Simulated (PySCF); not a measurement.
## BCl$_{3}$: single-point calculation

The run: single-point calculation of BCl$_{3}$. Method and program: RKS-based PBE, B def2-TZVP, Cl def2-TZVP; non-relativistic Hamiltonian; density fitting (PySCF 2.14.0).

The geometry comes from this level: PBE0.

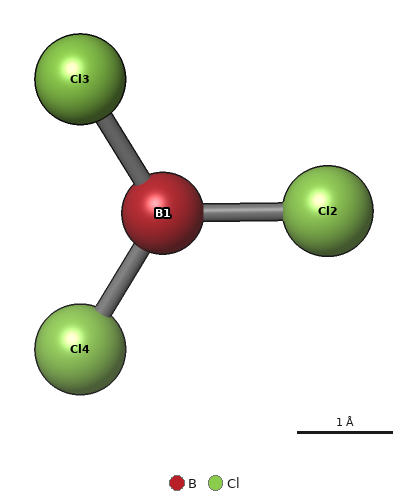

**Figure 1.** The structure as given in the input (ball-and-stick view, seen at a tilt; atoms are numbered from 1 in the order of the input). Bond lengths as drawn: B–Cl 1.74 Å.

Key numbers:

```csv
quantity,value
outcome,converged
total energy,−1405.021514 hartree
HOMO,−7.65 eV
LUMO,−2.61 eV
dipole moment,0.00 D
hardware,"4 threads of Intel Xeon (Sapphire Rapids), 192 GiB of memory available, shared host"
wall time,9.7 s (CPU time 35 s)
peak memory,1.5 GiB
```

Input file:
```python
from pyscf import gto, scf, dft
mol = gto.M(atom='''
B      0.000000     0.000000     0.000000
Cl     1.737446     0.000000     0.000000
Cl    -0.868723     1.504672     0.000000
Cl    -0.868723    -1.504672     0.000000''',
    basis={'B': 'def2-TZVP', 'Cl': 'def2-TZVP'},
    charge=0, spin=0)
mf = dft.RKS(mol, xc='PBE')
mf.grids.atom_grid = (75, 302)
aux = {'B': 'def2-universal-JKFIT', 'Cl': 'def2-universal-JKFIT'}
mf = mf.density_fit(auxbasis=aux)
mf.conv_tol = 1e-09
mf.diis_space = 10
mf.max_cycle = 60
mf.verbose = 4
mf.kernel()
```

The script is an equivalent of the set-up of the self-consistent field. The run itself was carried out by a driver, which started from the orbitals of the step before it where there was one and computed the further properties.

Launched with:
```bash
OMP_NUM_THREADS=4 python axn.py task.json out
```

Output:
```
init E= -1405.01822142765
  HOMO = -0.279937021756222  LUMO = -0.0988700563355209  gap/eV = 4.92708
cycle= 1 E= -1405.02094686751  delta_E= -0.00273  |g|= 0.0471  |ddm|= 0.18
  HOMO = -0.281188704686038  LUMO = -0.0889212165819195  gap/eV = 5.23186
cycle= 2 E= -1405.01905652111  delta_E= 0.00189  |g|= 0.0956  |ddm|= 0.0917
  HOMO = -0.281241343024025  LUMO = -0.0959277838941119  gap/eV = 5.04264
cycle= 3 E= -1405.02150366329  delta_E= -0.00245  |g|= 0.00672  |ddm|= 0.0635
  HOMO = -0.280936090174855  LUMO = -0.0958396089481894  gap/eV = 5.03673
cycle= 4 E= -1405.02151396988  delta_E= -1.03e-05  |g|= 0.000966  |ddm|= 0.0047
  HOMO = -0.281090724748303  LUMO = -0.0959687129803939  gap/eV = 5.03743
cycle= 5 E= -1405.02151414076  delta_E= -1.71e-07  |g|= 0.000312  |ddm|= 0.00116
  HOMO = -0.28105743782098  LUMO = -0.0959210422880439  gap/eV = 5.03782
cycle= 6 E= -1405.0215141641  delta_E= -2.33e-08  |g|= 1.74e-05  |ddm|= 0.00028
  HOMO = -0.281054298771782  LUMO = -0.0959186012308919  gap/eV = 5.03780
cycle= 7 E= -1405.02151416417  delta_E= -7.87e-11  |g|= 2.47e-06  |ddm|= 2.01e-05
  HOMO = -0.281054637895217  LUMO = -0.0959184149616306  gap/eV = 5.03781
```

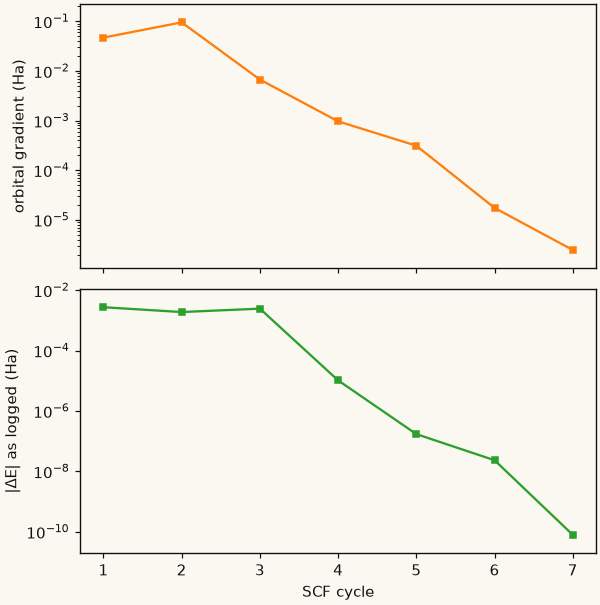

**Figure 2.** Convergence of the self-consistent field: orbital gradient and size of the energy change against the SCF cycle. The residual comes down, with one marked jump up, by a factor of about 2, at step 2.

```
Extra cycle  E= -1405.02151416417  delta_E= 6.82e-12  |g|= 4.42e-06  |ddm|= 4.99e-06
converged SCF energy = -1405.02151416417
```
